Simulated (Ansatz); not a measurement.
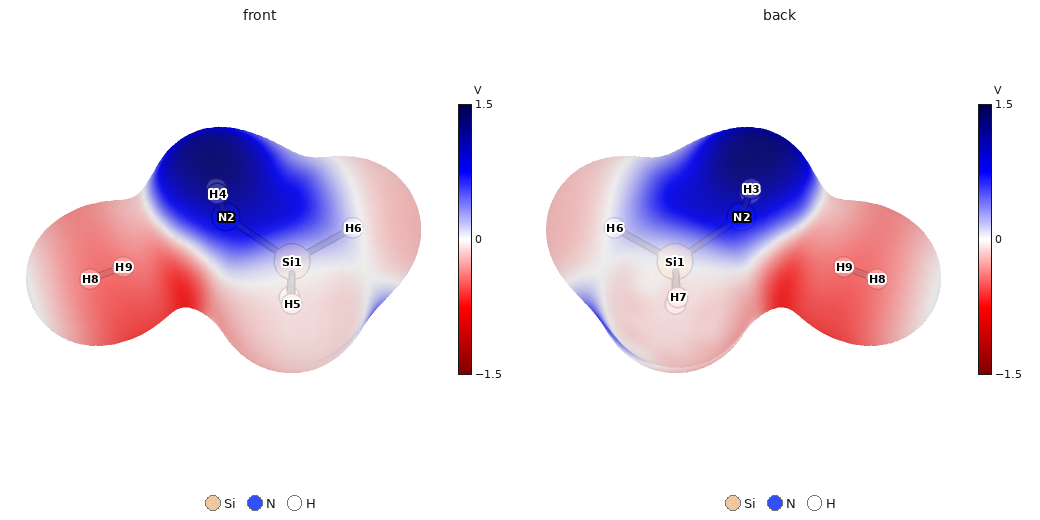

Figure. H5NSi···H2. The electrostatic potential painted on the density surface at 0.001 e/bohr³, seen from the front and from behind; red is negative and blue positive.

The calculation used Ansatz, RKS PBE-D4/def2-SVP.

The calculation's input:

```
crystal:
  periodic: [false, false, false]
  atoms:
    - { symbol: Si, position_ang: [-0.09722, 0.196952, 0.151537] }
    - { symbol: "N", position_ang: [-0.096282, 0.287006, 1.939028] }
    - { symbol: H, position_ang: [-0.797712, -0.224281, 2.477321] }
    - { symbol: H, position_ang: [0.787204, 0.346321, 2.44629] }
    - { symbol: H, position_ang: [1.320872, 0.316335, -0.327677] }
    - { symbol: H, position_ang: [-0.885485, 1.338476, -0.438534] }
    - { symbol: H, position_ang: [-0.726496, -1.07162, -0.36435] }
    - { symbol: H, position_ang: [1.202029, -2.026004, 0.862938] }
    - { symbol: H, position_ang: [0.94229, -1.665385, 1.432946] }
basis:
  gaussian: { orbitals: def2-SVP }
hamiltonian:
  xc: pbe
  dispersion: d4
relax:
  f_tol: 0.03
  max_steps: 50
output:
  orbitals: {}
```

Run with:

```sh
ansatz run input.yaml --threads 2 --pin off --max-ram 3072MiB --backend cpu --events-out ev --progress --plain --runs-dir out
```

The fields are those of the run's last geometry, not of the input's.

Q: Which sites attract a positive test charge, and which a negative one?

A: A positive charge is drawn to the negative regions and a negative charge to the positive ones. The most negative region (about −0.7 V) lies over the gap between the two molecules, near Si1, N2 and H9, the most positive (about +1.3 V) over H3 and H4.
